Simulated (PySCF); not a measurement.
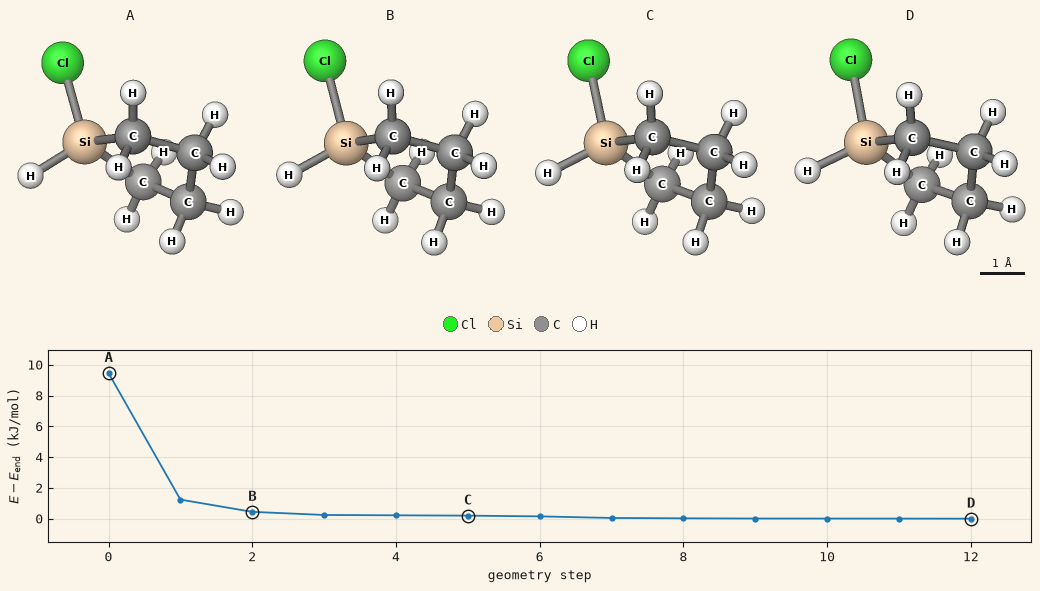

Frames of a relaxation of C4H9ClSi, marked on the history of the run. The picture is a ball-and-stick view, seen from a free direction.

The start comes from GFN2-xTB.

Level of theory: PBE0-D3(BJ)/def2-SVP geometry optimisation, gas phase (PySCF). 

Describe the path.

Answer. After 12 geometry steps the energy has fallen by 9.46 kJ/mol. The largest move after the best rigid fit is that of the Cl atom, 0.20 Å. By element the largest moves are Cl 0.20 Å, H 0.13 Å, C 0.07 Å, Si 0.04 Å. Some distances before and after: Cl–Si 2.023 → 2.082 Å, H–Si 1.462 → 1.491 Å, C–Si 1.907 → 1.884 Å, C–H 1.091 → 1.102 Å. Among the angles between lasting bonds that change: Si–C–H 111.0° → 108.1°, C–C–H 110.9° → 113.6°, C–Si–C 93.8° → 96.3°. From step 0 to 2: the Cl atom moves most (0.07 Å), energy −9.02 kJ/mol. From step 2 to 5: the Cl atom moves most (0.08 Å), energy −0.25 kJ/mol. From step 5 to 12: H atoms move most (0.06 Å), energy −0.20 kJ/mol.

```tsv
step	E − E(0), kJ/mol
0	0.00
1	-8.22
2	-9.02
3	-9.22
4	-9.24
5	-9.27
6	-9.31
7	-9.42
8	-9.44
9	-9.45
10	-9.46
11	-9.46
12	-9.46
```
